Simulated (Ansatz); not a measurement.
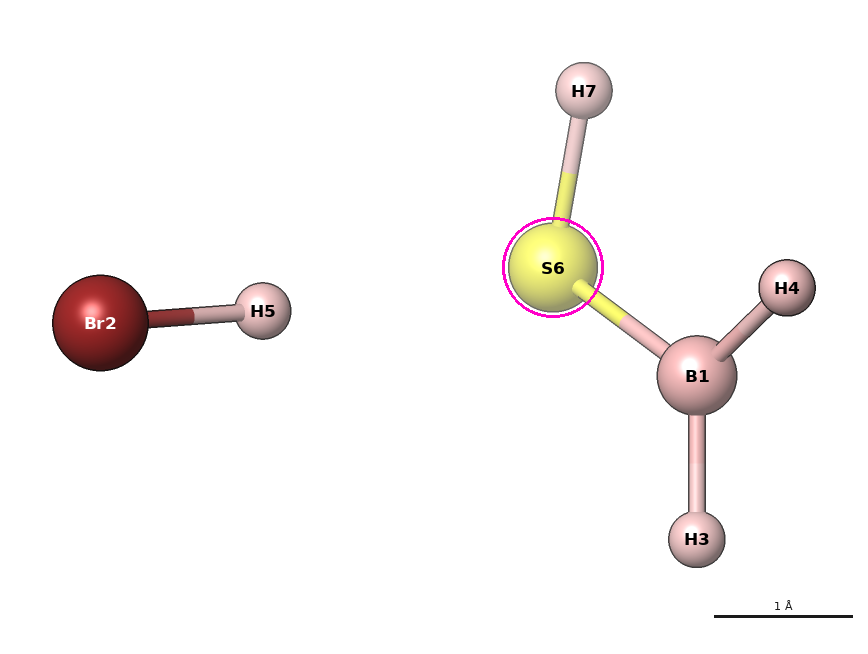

Orthographic view. Depth is shown by fading: the farther an atom, the more it takes the colour of the background. The geometry was computed by an optimisation with PBE0-D4/def2-TZVP.

Question: Which atoms are bonded to the circled atom?

Answer: The circled atom is S6; it is bonded to B1, H7.

Question: Which two atoms are farthest apart in space?

Answer: Br2 and H4, 5.00 Å.

Question: Of B1 and H4, which is nearer the viewer?

Answer: H4; the bond to B1 points away from the viewer, so it looks shorter than its 1.19 Å.
